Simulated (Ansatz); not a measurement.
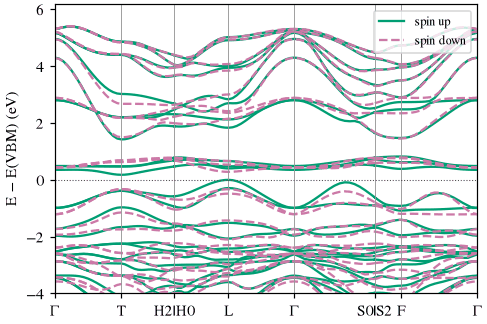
Figure: Band structure from the program Ansatz at the PBEsol level (PAW)

Problem. Read off the gap and where the band edges lie.

Solution. About 0.2 eV (0.18 eV by a search for the band edges); maximum at L, minimum at T.

Problem. Which of these materials gives this?
(A) CrI3, R-3 (Cr on 6c, I on 18f)
(B) TaAgO3, R-3c (Ta on 6b, Ag on 6a, O on 18e)
(C) S, R-3 (S on 18f)
(D) FeBiO3, R-3 (Bi on 6c, Fe on 3a, Fe on 3b, O on 18f)

Solution. D, FeBiO3, R-3 (Bi on 6c, Fe on 3a, Fe on 3b, O on 18f)

The start of the workflow was typed in or built on a structure type; neither database checked (COD, Materials Project) lists it. It is not the phase usual at ambient conditions (space group No. 161). The PBEsol relaxation kept the symmetry of its start, as lowered by the spin order; whether a distortion lowers the energy is not shown. Magnetic state: antiferromagnetic, chosen from 5 collinear starts compared on coarse meshes (ties went to the first, and starts can fall back to one state), not a proven ground state. No Hubbard U is applied. Spin–orbit coupling is left out wherever it is not named.

Potentials: the later of the program's two PAW sets.
